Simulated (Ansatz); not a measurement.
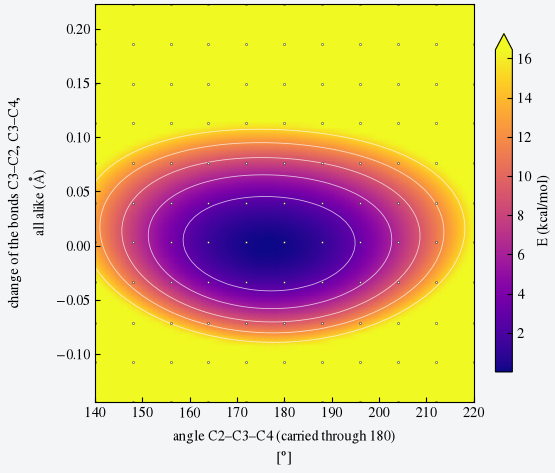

C3H4AlF, SMILES FC=C=[CH][AlH2]. 
- Coordinates scanned: (1) angle C2–C3–C4 (carried through 180); (2) change of the bonds C3–C2, C3–C4, all alike.
- Nothing is relaxed (all other coordinates rigid).
- Grid: 11 × 11 points.
- Points are written as (first, second).
- Energies: kcal/mol, counted from the relaxed molecule at the same level.
- These are results of RKS CAM-B3LYP-D4/def2-SVP (Ansatz), not measurements.

In the figure: a smooth colour map with a few white contour lines, dots at the grid points, one colour for all values above the top of the scale. Between grid points the surface is interpolated.

Question: Estimate the position of the minimum and the force constants in these coordinates.

Answer: The interpolated minimum is at the first coordinate ≈ 177°, the second coordinate ≈ 0.000 Å. The curvatures there are about 2.6 eV/rad² and 137 eV/Å², with a cross term of about 0.6 eV/(rad·Å). Round the minimum the two coordinates are nearly uncoupled. (1 eV is 23.1 kcal/mol.)
